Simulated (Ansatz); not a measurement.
## Electronic structure of BFHSi (SMILES FB=[SiH+]) (charge +1) in real space

Input

```
crystal:
  periodic: [false, false, false]
  atoms:
    - {symbol: B, position_ang: [-0.621747, -0.953077, -1.899829]}
    - {symbol: F, position_ang: [-0.374462, -1.998085, -2.504249]}
    - {symbol: Si, position_ang: [-1.009544, 0.722898, -0.644723]}
    - {symbol: H, position_ang: [-1.225326, 1.411376, -1.981751]}
basis:
  gaussian: {orbitals: def2-TZVPD}
output: {forces: true, orbitals: {seedname: orbitals}}
total_charge: 1
hamiltonian: {xc: pbe0}
```

Run with:

```sh
ansatz run input.yaml --threads 1 --pin off --max-ram 2610MiB --events-out events.jsonl --progress --plain --runs-dir runs
```

Geometry: B3LYP-D4/def2-TZVP.

Level of theory: isolated molecule in a Gaussian basis; Kohn-Sham density functional theory, functional PBE0 in Ansatz 0.2.0.

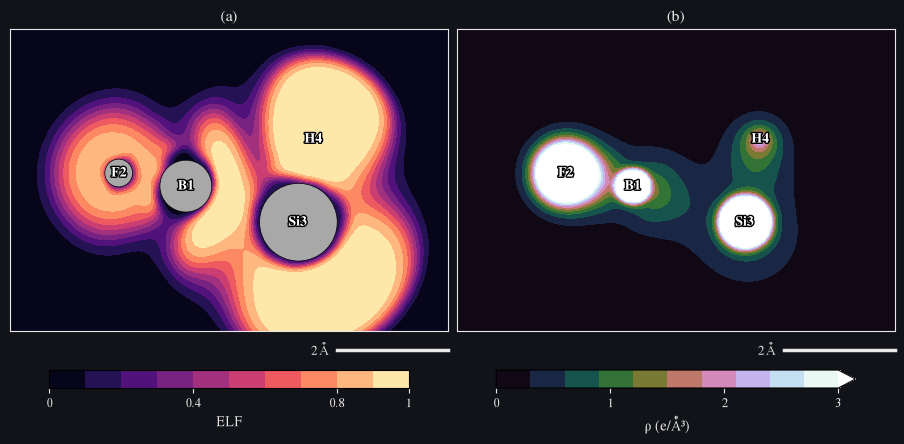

Figure 1. (a) ELF; (b) electron density on the molecular plane. Grey discs cover the atomic cores in the ELF map.

**Read the bonding off the picture.**

- Atoms in the plane: B, F, Si and H.
- B–F (1.23 Å): ρ is about 2.9 e/Å³ halfway; the ELF peaks at about 0.85 between the atoms (a short, strongly polar bond).
- Si–B (2.13 Å): ρ is about 0.6 e/Å³ halfway, with its minimum of 0.53 e/Å³ about 0.8 Å from Si; the ELF peaks at about 1 between the atoms (localised, covalent bonding).
- Si–H (1.52 Å): the density is about 0.8 e/Å³ at the midpoint; the ELF climbs to about 1 towards the hydrogen, as it does in any bond to H.
- The ELF also peaks beside Si3 and F2, away from the bonds: lone-pair regions.

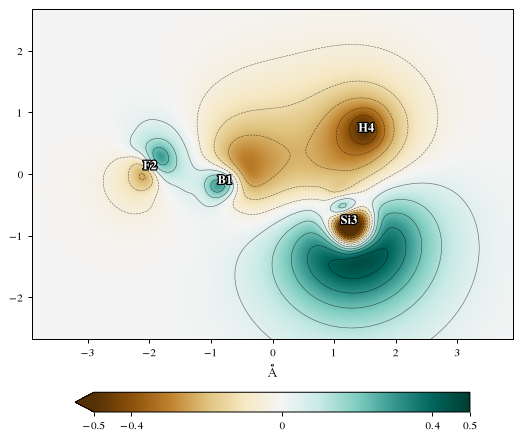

Figure 2. The HOMO on the molecular plane (values in Å⁻³ᐟ²; the overall sign is arbitrary).

**What is the character of this orbital?**

Its weight (Hirshfeld) is mainly on Si3 (about 75 %), H4 (about 15 %) and B1 (about 15 %); it is symmetric in the molecular plane (an in-plane orbital: σ, lone-pair or in-plane π type). Its energy is −13.83 eV.

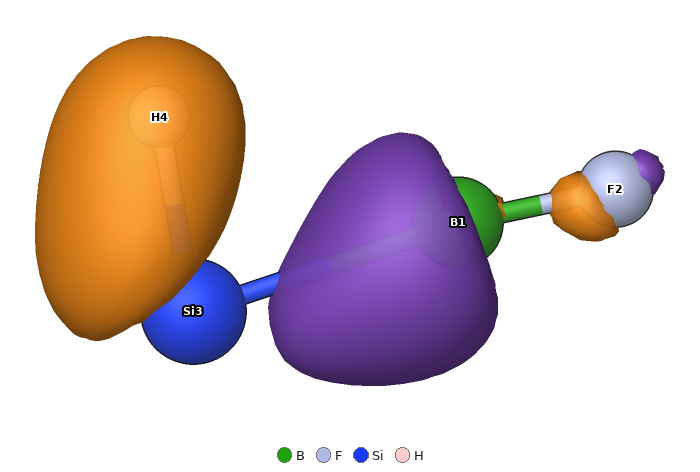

Figure 3. The HOMO−1 at ±0.2 Å⁻³ᐟ² (orange and purple are the two phases), seen across its widest extent.

**What is the character of this orbital?**

It lies mainly on Si3 (about 40 %), B1 (about 35 %) and H4 (about 20 %); it is symmetric in the molecular plane (an in-plane orbital: σ, lone-pair or in-plane π type). Its energy is −16.04 eV.
